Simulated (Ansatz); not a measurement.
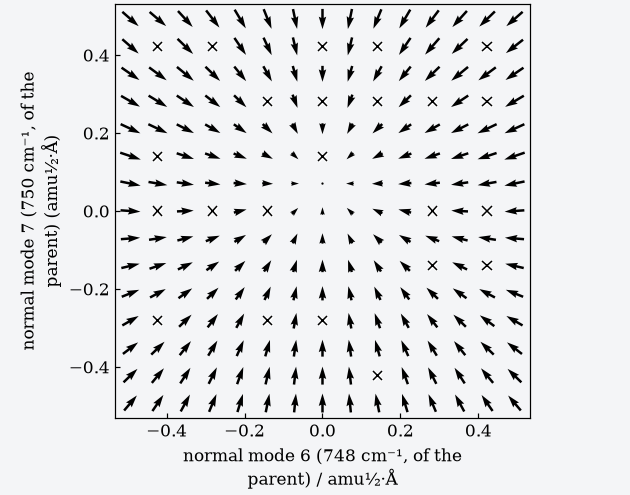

F2O2Te, charge +1, spin multiplicity 2. 
- The first coordinate is: normal mode 6 (748 cm⁻¹, of the parent); the second: normal mode 7 (750 cm⁻¹, of the parent).
- Nothing is relaxed (straight displacements along the two mass-weighted modes).
- The grid has 15 × 15 points; 112 points were computed and 90 follow by symmetry. At 23 points there is no value.
- Points are written as (first, second).
- Near the degeneracy a single determinant is a rough description.
- Level of theory: UHF/def2-SVP (Ansatz).

Drawn: crosses at grid points without a value, arrows along the force (downhill), their lengths compressed.

The arrows alone are given. Where is the energy lowest?

Answer. The arrows converge at (0.000 amu½·Å, 0.070 amu½·Å) (read from the interpolated surface).

The energy map of the same scan:

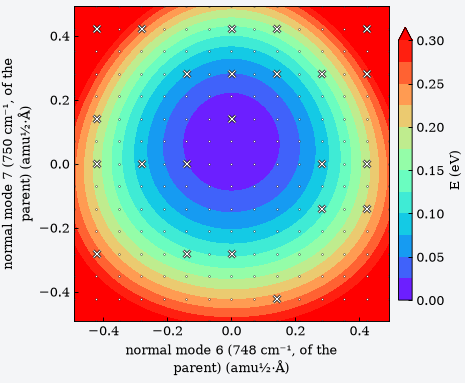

Energies are in eV, from the lowest grid point; between grid points the surface is interpolated.
